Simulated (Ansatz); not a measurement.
# C6H14OSn: one species, many functionals

Aim: compute C6H14OSn with functionals from several rungs. Orbital energies and run times are compared.

Method: functionals in def2-TZVPP; program: Ansatz 0.2.0, Gaussian basis.

Plan: LDA (SPW92), PBE-D4, revPBE-D4, BLYP-D4, r2SCAN-D4, B97M-V, PBE0-D4, B3LYP-D4, r2SCANh-D4.

### Step 1. The relaxed structure

An earlier PBE0-D4/def2-TZVP relaxation fixed the geometry. Sn takes the def2 core potential; no spin-orbit term is included.

SMILES `C[CH2][Sn][O]C(C)(C)C`, 22 atoms, charge 0, spin multiplicity 1.

Atoms are counted from 1 here; the program's logs count them from 0.

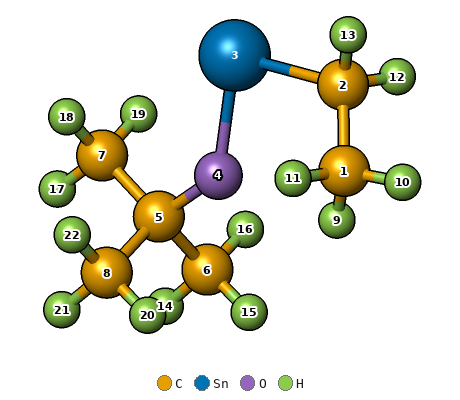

The geometry (carbon amber, tin blue, oxygen purple, hydrogen green); atoms are numbered from 1 in the order of the file.

### Step 2. LDA

This LDA is Slater exchange with PW92 correlation.

The input, in.yaml:

```yaml
crystal:
  periodic: [false, false, false]
  atoms:
    - {symbol: C, position_ang: [-0.487789, -3.065350, 0.359936]}
    - {symbol: C, position_ang: [-0.188828, -2.940400, -1.126108]}
    - {symbol: Sn, position_ang: [0.808518, -1.097744, -1.774202]}
    - {symbol: O, position_ang: [0.021728, -0.083464, -0.260856]}
    - {symbol: C, position_ang: [0.137346, 1.271159, 0.119819]}
    - {symbol: C, position_ang: [-1.278430, 1.823786, 0.242480]}
    - {symbol: C, position_ang: [0.928912, 2.093010, -0.889059]}
    - {symbol: C, position_ang: [0.831810, 1.304811, 1.477012]}
    - {symbol: H, position_ang: [-1.056689, -2.207044, 0.720257]}
    - {symbol: H, position_ang: [-1.057916, -3.972688, 0.586380]}
    - {symbol: H, position_ang: [0.430665, -3.105700, 0.952223]}
    - {symbol: H, position_ang: [-1.118666, -2.970743, -1.712000]}
    - {symbol: H, position_ang: [0.412556, -3.781614, -1.489752]}
    - {symbol: H, position_ang: [-1.271392, 2.859496, 0.591612]}
    - {symbol: H, position_ang: [-1.853030, 1.220642, 0.947991]}
    - {symbol: H, position_ang: [-1.781689, 1.788304, -0.726706]}
    - {symbol: H, position_ang: [0.990690, 3.137211, -0.573335]}
    - {symbol: H, position_ang: [1.948950, 1.711759, -0.992861]}
    - {symbol: H, position_ang: [0.453214, 2.065476, -1.873830]}
    - {symbol: H, position_ang: [0.279932, 0.691937, 2.192176]}
    - {symbol: H, position_ang: [0.896149, 2.324482, 1.865316]}
    - {symbol: H, position_ang: [1.844559, 0.902875, 1.392105]}
basis:
  gaussian: {orbitals: def2-TZVPP}
hamiltonian: {xc: lda}
output: {orbitals: {seedname: orbitals}}
```

What it wrote:

```text
Functional definition: SPW92
  name "SPW92"
  cite "Dirac, Proc. Camb. Phil. Soc. 26, 376 (1930) doi:10.1017/S0305004100016108"
  cite "Slater, Phys. Rev. 81, 385 (1951) doi:10.1103/PhysRev.81.385"
  cite "Perdew & Wang, Phys. Rev. B 45, 13244 (1992) doi:10.1103/PhysRevB.45.13244"
  exchange = slater_x
  correlation = pw_c
2445 factors; their error is unknown
mean field evaluation 1: about -14208.4808 eV, gradient 1.3e2 eV
mean field evaluation 2: about -13966.5678 eV, gradient 3.1e2 eV
mean field evaluation 4: about -14245.5793 eV, gradient 3.9e1 eV
mean field evaluation 8: about -14248.1872 eV, gradient 7.5e-1 eV
mean field evaluation 16: about -14248.1314 eV, gradient 3.7e-3 eV
mean field -14248.13143347 eV, -523.6091724496 hartree, gradient 4.1e-5 eV, S^2 0.000000; 0 other end points of the search recorded, 0 dependent functions left out
reference -14248.13149280 eV, -523.6091746299 hartree; 40, 40 occupied and 423, 423 virtual orbitals, 2445 factors
Total energy: -14248.13149280 eV, -523.6091746299 hartree
```

Run time: 14 s. Hardware: 1 × H100 (card shared with other runs) with 4 threads, shared host; peak host memory 1.1 GiB.

HOMO -5.06 eV, LUMO -2.94 eV.

### Step 3. PBE-D4 (GGA)

Edit in.yaml of step 2 so:

```diff
@@ -27,3 +27,3 @@
   gaussian: {orbitals: def2-TZVPP}
-hamiltonian: {xc: lda}
-output: {orbitals: {seedname: orbitals}}
+hamiltonian: {xc: pbe, dispersion: d4}
+output: {forces: true, orbitals: {seedname: orbitals}}
```

What it wrote, cut to the lines that bear on the results:

```text
Functional definition: PBE
  name "PBE"
  cite "Perdew, Burke & Ernzerhof, Phys. Rev. Lett. 77, 3865 (1996) doi:10.1103/PhysRevLett.77.3865"
  parent pbe
[...]
2445 factors; their error is unknown
[...]
mean field -14321.65154402 eV, -526.3109866787 hartree, gradient 8.6e-6 eV, S^2 0.000000; 0 other end points of the search recorded, 0 dependent functions left out
[...]
reference -14321.65160828 eV, -526.3109890401 hartree; 40, 40 occupied and 423, 423 virtual orbitals, 2445 factors
Total energy: -14322.23710492 eV, -526.3325056448 hartree
Atom 0 at    -0.487789    -3.065350     0.359936 Å, force     0.000103    -0.016583    -0.015123 eV/Å
Atom 1 at    -0.188828    -2.940400    -1.126108 Å, force    -0.034561    -0.061539     0.060670 eV/Å
Atom 2 at     0.808518    -1.097744    -1.774202 Å, force     0.366588    -0.037487    -0.545064 eV/Å
[...]
Atom 12 at     0.412556    -3.781614    -1.489752 Å, force     0.121233    -0.148252    -0.085391 eV/Å
Atom 13 at    -1.271392     2.859496     0.591612 Å, force    -0.003613     0.197031     0.067316 eV/Å
Atom 14 at    -1.853030     1.220642     0.947991 Å, force    -0.124646    -0.112287     0.140553 eV/Å
Atom 15 at    -1.781689     1.788304    -0.726706 Å, force    -0.103912    -0.002678    -0.186170 eV/Å
Atom 16 at     0.990690     3.137211    -0.573335 Å, force     0.019510     0.215493     0.053869 eV/Å
Atom 17 at     1.948950     1.711759    -0.992861 Å, force     0.195416    -0.073991    -0.026515 eV/Å
Atom 18 at     0.453214     2.065476    -1.873830 Å, force    -0.085747    -0.006682    -0.191745 eV/Å
Atom 19 at     0.279932     0.691937     2.192176 Å, force    -0.102773    -0.118536     0.152670 eV/Å
Atom 20 at     0.896149     2.324482     1.865316 Å, force     0.012514     0.192701     0.078812 eV/Å
Atom 21 at     1.844559     0.902875     1.392105 Å, force     0.197454    -0.076997    -0.010939 eV/Å
Dipole moment:     0.091247     0.101289    -0.102281 e Å
```

It took 15 s on 1 × H100 (card shared with other runs) with 4 threads, shared host; peak host memory 1.1 GiB.

HOMO -4.89 eV, LUMO -2.70 eV.

### Step 4. revPBE-D4 (GGA)

Edit in.yaml of step 3 so:

```diff
@@ -27,3 +27,3 @@
   gaussian: {orbitals: def2-TZVPP}
-hamiltonian: {xc: pbe, dispersion: d4}
-output: {forces: true, orbitals: {seedname: orbitals}}
+hamiltonian: {xc: {name: revPBE}, dispersion: d4}
+output: {orbitals: {seedname: orbitals}}
```

What it wrote:

```text
Functional definition: revPBE
  name "revPBE"
  cite "Zhang & Yang, Phys. Rev. Lett. 80, 890 (1998) doi:10.1103/PhysRevLett.80.890"
  cite "Perdew, Burke & Ernzerhof, Phys. Rev. Lett. 77, 3865 (1996) doi:10.1103/PhysRevLett.77.3865"
  parameter kappa = 1.245
  parameter beta = 0.06672455060314922
  exchange = pbe_x(kappa = kappa, mu = beta*pi^2/3)
  correlation = pbe_c(beta = beta)
2445 factors; their error is unknown
mean field evaluation 1: about -14296.5833 eV, gradient 1.2e2 eV
mean field evaluation 2: about -14066.4800 eV, gradient 3.0e2 eV
mean field evaluation 4: about -14329.9318 eV, gradient 3.1e1 eV
mean field evaluation 8: about -14331.5831 eV, gradient 6.6e-1 eV
mean field evaluation 16: about -14331.5210 eV, gradient 3.1e-3 eV
mean field -14331.52103237 eV, -526.6736836857 hartree, gradient 2.2e-5 eV, S^2 0.000000; 0 other end points of the search recorded, 0 dependent functions left out
reference -14331.52111290 eV, -526.6736866451 hartree; 40, 40 occupied and 423, 423 virtual orbitals, 2445 factors
Total energy: -14333.27787828 eV, -526.7382465822 hartree
```

Wall time 16 s (1 × H100 (card shared with other runs) with 4 threads, shared host); peak host memory 1.1 GiB.

HOMO -4.82 eV, LUMO -2.60 eV.

### Step 5. BLYP-D4 (GGA)

Edit in.yaml of step 4 so:

```diff
@@ -27,3 +27,3 @@
   gaussian: {orbitals: def2-TZVPP}
-hamiltonian: {xc: {name: revPBE}, dispersion: d4}
+hamiltonian: {xc: {name: BLYP}, dispersion: d4}
 output: {orbitals: {seedname: orbitals}}
```

What it wrote:

```text
Functional definition: BLYP
  name "BLYP"
  cite "Becke, Phys. Rev. A 38, 3098 (1988) doi:10.1103/PhysRevA.38.3098"
  cite "Lee, Yang & Parr, Phys. Rev. B 37, 785 (1988) doi:10.1103/PhysRevB.37.785"
  parameter beta = 0.0042
  parameter a = 0.04918
  parameter b = 0.132
  parameter c = 0.2533
  parameter d = 0.349
  exchange = b88_x(beta = beta)
  correlation = lyp_c(a = a, b = b, c = c, d = d)
2445 factors; their error is unknown
mean field evaluation 1: about -14287.0392 eV, gradient 1.3e2 eV
mean field evaluation 2: about -14013.8718 eV, gradient 3.2e2 eV
mean field evaluation 4: about -14324.1434 eV, gradient 4.4e1 eV
mean field evaluation 8: about -14327.5083 eV, gradient 7.6e-1 eV
mean field evaluation 16: about -14327.4426 eV, gradient 5.1e-3 eV
mean field -14327.44256482 eV, -526.5238027677 hartree, gradient 4.8e-5 eV, S^2 0.000000; 0 other end points of the search recorded, 0 dependent functions left out
reference -14327.44308853 eV, -526.5238220136 hartree; 40, 40 occupied and 423, 423 virtual orbitals, 2445 factors
Total energy: -14328.70654191 eV, -526.5702530690 hartree
```

Wall time 30 s (1 × H100 (card shared with other runs) with 4 threads, shared host); peak host memory 1.1 GiB.

HOMO -4.76 eV, LUMO -2.64 eV.

### Step 6. r2SCAN-D4 (meta-GGA)

Edit in.yaml of step 5 so:

```diff
@@ -27,3 +27,3 @@
   gaussian: {orbitals: def2-TZVPP}
-hamiltonian: {xc: {name: BLYP}, dispersion: d4}
-output: {orbitals: {seedname: orbitals}}
+hamiltonian: {xc: r2scan, dispersion: d4}
+output: {forces: true, orbitals: {seedname: orbitals}}
```

What it wrote, cut to the lines that bear on the results:

```text
Functional definition: r2SCAN
  name "r2SCAN"
  cite "Furness, Kaplan, Ning, Perdew & Sun, J. Phys. Chem. Lett. 11, 8208 (2020) doi:10.1021/acs.jpclett.0c02405"
  cite "Furness, Kaplan, Ning, Perdew & Sun, J. Phys. Chem. Lett. 11, 9248 (2020) doi:10.1021/acs.jpclett.0c03077"
  parent r2scan
[...]
2445 factors; their error is unknown
[...]
mean field -14330.26826595 eV, -526.6276453691 hartree, gradient 4.3e-5 eV, S^2 0.000000; 0 other end points of the search recorded, 0 dependent functions left out
[...]
reference -14330.26828402 eV, -526.6276460332 hartree; 40, 40 occupied and 423, 423 virtual orbitals, 2445 factors
Total energy: -14330.42606537 eV, -526.6334443908 hartree
Atom 0 at    -0.487789    -3.065350     0.359936 Å, force    -0.034900    -0.010448     0.125685 eV/Å
Atom 1 at    -0.188828    -2.940400    -1.126108 Å, force     0.008092    -0.024142    -0.076768 eV/Å
[...]
Atom 12 at     0.412556    -3.781614    -1.489752 Å, force    -0.010559    -0.000004    -0.003408 eV/Å
Atom 13 at    -1.271392     2.859496     0.591612 Å, force     0.007197    -0.017116    -0.005418 eV/Å
Atom 14 at    -1.853030     1.220642     0.947991 Å, force     0.005654     0.005622    -0.006552 eV/Å
Atom 15 at    -1.781689     1.788304    -0.726706 Å, force     0.006405    -0.001066     0.008647 eV/Å
Atom 16 at     0.990690     3.137211    -0.573335 Å, force    -0.002922    -0.006445     0.001783 eV/Å
Atom 17 at     1.948950     1.711759    -0.992861 Å, force    -0.017190     0.001208     0.003988 eV/Å
Atom 18 at     0.453214     2.065476    -1.873830 Å, force     0.003754    -0.004824     0.014373 eV/Å
Atom 19 at     0.279932     0.691937     2.192176 Å, force     0.004356     0.005455    -0.006321 eV/Å
Atom 20 at     0.896149     2.324482     1.865316 Å, force    -0.004842    -0.013637    -0.011700 eV/Å
Atom 21 at     1.844559     0.902875     1.392105 Å, force    -0.009893     0.001326    -0.002638 eV/Å
Dipole moment:     0.094144     0.098352    -0.107799 e Å
```

Run time: 31 s. Hardware: 1 × H100 (card shared with other runs) with 4 threads, shared host; peak host memory 1.1 GiB.

HOMO -5.10 eV, LUMO -2.62 eV.

### Step 7. B97M-V (meta-GGA)

Edit in.yaml of step 6 so:

```diff
@@ -27,3 +27,3 @@
   gaussian: {orbitals: def2-TZVPP}
-hamiltonian: {xc: r2scan, dispersion: d4}
-output: {forces: true, orbitals: {seedname: orbitals}}
+hamiltonian: {xc: {name: B97M-V}}
+output: {orbitals: {seedname: orbitals}}
```

What it wrote, cut to the lines that bear on the results:

```text
Functional definition: B97M-V
  name "B97M-V"
  cite "Mardirossian & Head-Gordon, J. Chem. Phys. 142, 074111 (2015) doi:10.1063/1.4907719"
  cite "Becke, J. Chem. Phys. 107, 8554 (1997) doi:10.1063/1.475007"
  cite "Vydrov & Van Voorhis, J. Chem. Phys. 133, 244103 (2010) doi:10.1063/1.3521275"
  # Of w^i u^j: cxij and so on, Table III.
[...]
  gx(w, u) = cx00 + cx01*u + cx02*u^2 + (cx10 + cx11*u)*w
  gss(w, u) = css00 + css02*u^2 + css10*w + (css32*w^3 + css42*w^4)*u^2
  gos(w, u) = cos00 + cos01*u + cos03*u^3 + cos10*w + cos32*w^3*u^2
[...]
      + integral(e_c_pw_mod_opposite_spin*gos(b97_w_opposite, b97_u_opposite)) + vv10(b, c)
2445 factors; their error is unknown
[...]
mean field -14332.81372906 eV, -526.7211894129 hartree, gradient 6.4e-5 eV, S^2 0.000000; 0 other end points of the search recorded, 0 dependent functions left out
reference -14332.81381636 eV, -526.7211926211 hartree; 40, 40 occupied and 423, 423 virtual orbitals, 2445 factors
Total energy: -14332.81381636 eV, -526.7211926211 hartree
```

Run time: 21 s. Hardware: 1 × H100 (card shared with other runs) with 4 threads, shared host; peak host memory 1.2 GiB.

HOMO -5.09 eV, LUMO -2.71 eV.

### Step 8. PBE0-D4 (hybrid)

Edit in.yaml of step 7 so:

```diff
@@ -27,3 +27,3 @@
   gaussian: {orbitals: def2-TZVPP}
-hamiltonian: {xc: {name: B97M-V}}
+hamiltonian: {xc: pbe0, dispersion: d4}
 output: {orbitals: {seedname: orbitals}}
```

What it wrote:

```text
Functional definition: PBE0
  name "PBE0"
  cite "Adamo & Barone, J. Chem. Phys. 110, 6158 (1999) doi:10.1063/1.478522"
  cite "Perdew, Burke & Ernzerhof, Phys. Rev. Lett. 77, 3865 (1996) doi:10.1103/PhysRevLett.77.3865"
  parent pbe
  parameter a = 0.25
  parameter kappa = 0.804
  parameter beta = 0.06672455060314922
  exchange = (1 - a)*pbe_x(kappa = kappa, mu = beta*pi^2/3) + a*exact_x
  correlation = pbe_c(beta = beta)
2518 factors; their error is unknown
mean field evaluation 1: about -14299.4892 eV, gradient 1.0e2 eV
mean field evaluation 2: about -14213.1214 eV, gradient 2.0e2 eV
mean field evaluation 4: about -14322.6908 eV, gradient 1.0e1 eV
mean field evaluation 8: about -14322.9482 eV, gradient 1.4e-1 eV
mean field evaluation 16: about -14322.9973 eV, gradient 6.5e-4 eV
mean field -14322.99731876 eV, -526.3604429883 hartree, gradient 5.5e-5 eV, S^2 0.000000; 0 other end points of the search recorded, 0 dependent functions left out
reference -14322.99736610 eV, -526.3604447277 hartree; 40, 40 occupied and 423, 423 virtual orbitals, 2518 factors
Total energy: -14323.49978171 eV, -526.3789081609 hartree
```

Wall time 12 s (1 × H100 (card shared with other runs) with 4 threads, shared host); peak host memory 1.1 GiB.

HOMO -5.92 eV, LUMO -2.03 eV.

### Step 9. B3LYP-D4 (hybrid)

B3LYP here takes the VWN-RPA correlation.

Edit in.yaml of step 8 so:

```diff
@@ -27,3 +27,3 @@
   gaussian: {orbitals: def2-TZVPP}
-hamiltonian: {xc: pbe0, dispersion: d4}
-output: {orbitals: {seedname: orbitals}}
+hamiltonian: {xc: {name: B3LYP}, dispersion: d4}
+output: {forces: true, orbitals: {seedname: orbitals}}
```

What it wrote, cut to the lines that bear on the results:

```text
Functional definition: B3LYP
  name "B3LYP"
  cite "Stephens, Devlin, Chabalowski & Frisch, J. Phys. Chem. 98, 11623 (1994) doi:10.1021/j100096a001"
  cite "Becke, Phys. Rev. A 38, 3098 (1988) doi:10.1103/PhysRevA.38.3098"
  cite "Lee, Yang & Parr, Phys. Rev. B 37, 785 (1988) doi:10.1103/PhysRevB.37.785"
  cite "Vosko, Wilk & Nusair, Can. J. Phys. 58, 1200 (1980) doi:10.1139/p80-159"
[...]
2489 factors; their error is unknown
[...]
mean field -14335.50015643 eV, -526.8199137979 hartree, gradient 8.7e-6 eV, S^2 0.000000; 0 other end points of the search recorded, 0 dependent functions left out
[...]
reference -14335.50054656 eV, -526.8199281348 hartree; 40, 40 occupied and 423, 423 virtual orbitals, 2489 factors
Total energy: -14336.43391939 eV, -526.8542289535 hartree
Atom 0 at    -0.487789    -3.065350     0.359936 Å, force    -0.060072    -0.019891     0.220285 eV/Å
[...]
Atom 12 at     0.412556    -3.781614    -1.489752 Å, force    -0.035535     0.037285     0.019015 eV/Å
Atom 13 at    -1.271392     2.859496     0.591612 Å, force    -0.015463    -0.051169    -0.018874 eV/Å
Atom 14 at    -1.853030     1.220642     0.947991 Å, force     0.018018     0.041579    -0.041973 eV/Å
Atom 15 at    -1.781689     1.788304    -0.726706 Å, force     0.013073     0.006163     0.055368 eV/Å
Atom 16 at     0.990690     3.137211    -0.573335 Å, force     0.003015    -0.053373    -0.026350 eV/Å
Atom 17 at     1.948950     1.711759    -0.992861 Å, force    -0.062380     0.039698    -0.002675 eV/Å
Atom 18 at     0.453214     2.065476    -1.873830 Å, force     0.040899     0.013917     0.056753 eV/Å
Atom 19 at     0.279932     0.691937     2.192176 Å, force     0.042096     0.036543    -0.028271 eV/Å
Atom 20 at     0.896149     2.324482     1.865316 Å, force     0.004274    -0.056331    -0.007959 eV/Å
Atom 21 at     1.844559     0.902875     1.392105 Å, force    -0.050383     0.020758     0.018891 eV/Å
Dipole moment:     0.120830     0.094049    -0.148570 e Å
```

Run time: 12 s. Hardware: 1 × H100 (card shared with other runs) with 4 threads, shared host; peak host memory 1.2 GiB.

HOMO -5.75 eV, LUMO -2.27 eV.

### Step 10. r2SCANh-D4 (hybrid)

Edit in.yaml of step 9 so:

```diff
@@ -27,3 +27,3 @@
   gaussian: {orbitals: def2-TZVPP}
-hamiltonian: {xc: {name: B3LYP}, dispersion: d4}
-output: {forces: true, orbitals: {seedname: orbitals}}
+hamiltonian: {xc: {name: r2SCANh}, dispersion: d4}
+output: {orbitals: {seedname: orbitals}}
```

What it wrote, cut to the lines that bear on the results:

```text
Functional definition: r2SCANh
  name "r2SCANh"
  cite "Bursch, Neugebauer, Ehlert & Grimme, J. Chem. Phys. 156, 134105 (2022) doi:10.1063/5.0086040"
  cite "Furness, Kaplan, Ning, Perdew & Sun, J. Phys. Chem. Lett. 11, 8208 (2020) doi:10.1021/acs.jpclett.0c02405"
  cite "Furness, Kaplan, Ning, Perdew & Sun, J. Phys. Chem. Lett. 11, 9248 (2020) doi:10.1021/acs.jpclett.0c03077"
  parent r2scan
[...]
2460 factors; their error is unknown
[...]
mean field -14329.58034481 eV, -526.6023647333 hartree, gradient 3.2e-5 eV, S^2 0.000000; 0 other end points of the search recorded, 0 dependent functions left out
reference -14329.58036138 eV, -526.6023653423 hartree; 40, 40 occupied and 423, 423 virtual orbitals, 2460 factors
Total energy: -14329.74784177 eV, -526.6085201330 hartree
```

It took 10 s on 1 × H100 (card shared with other runs) with 4 threads, shared host; peak host memory 1.1 GiB.

HOMO -5.49 eV, LUMO -2.37 eV.

### Step 11. Frontier levels by functional

Dipoles come from the runs that computed forces. Levels are read from the orbital files that the runs wrote:

| functional | HOMO (eV) | LUMO (eV) | gap (eV) | dipole (D) | time |
| --- | --- | --- | --- | --- | --- |
| LDA (SPW92) | -5.06 | -2.94 | 2.12 |  | 14 s |
| PBE-D4 | -4.89 | -2.70 | 2.18 | 0.82 | 15 s |
| revPBE-D4 | -4.82 | -2.60 | 2.22 |  | 16 s |
| BLYP-D4 | -4.76 | -2.64 | 2.12 |  | 30 s |
| r2SCAN-D4 | -5.10 | -2.62 | 2.48 | 0.83 | 31 s |
| B97M-V | -5.09 | -2.71 | 2.38 |  | 21 s |
| PBE0-D4 | -5.92 | -2.03 | 3.89 |  | 12 s |
| B3LYP-D4 | -5.75 | -2.27 | 3.48 | 1.02 | 12 s |
| r2SCANh-D4 | -5.49 | -2.37 | 3.12 |  | 10 s |

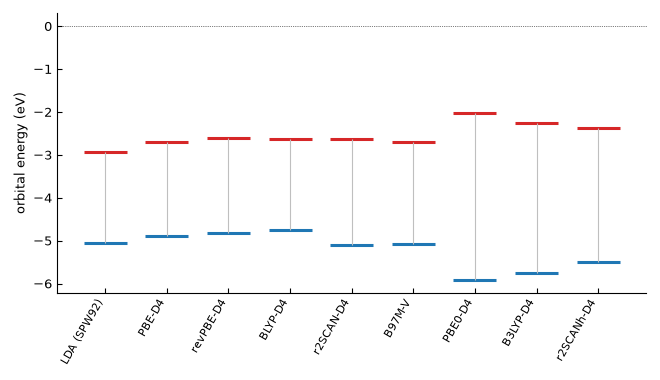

Highest occupied (blue) and lowest empty (red) level by functional.

### Step 12. Results

| quantity | value |
| --- | --- |
| gap, smallest and largest | 2.12 eV (LDA (SPW92)), 3.89 eV (PBE0-D4) |
